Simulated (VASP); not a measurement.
Band structure of Be (hcp). Computed with revTPSS meta-GGA, VASP's PBE PAW potentials (set 64) (plane waves; VASP 6.6.1).

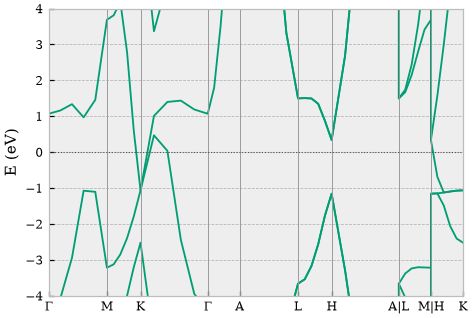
Bands along high-symmetry lines, zero at the valence-band maximum or, without a gap, the Fermi level

Problem. Read the plot: is there a gap, and where are the band edges?

Solution. It has no gap at this level: it comes out as a metal or semimetal.

The compound is Be in the hcp structure. It was relaxed first.
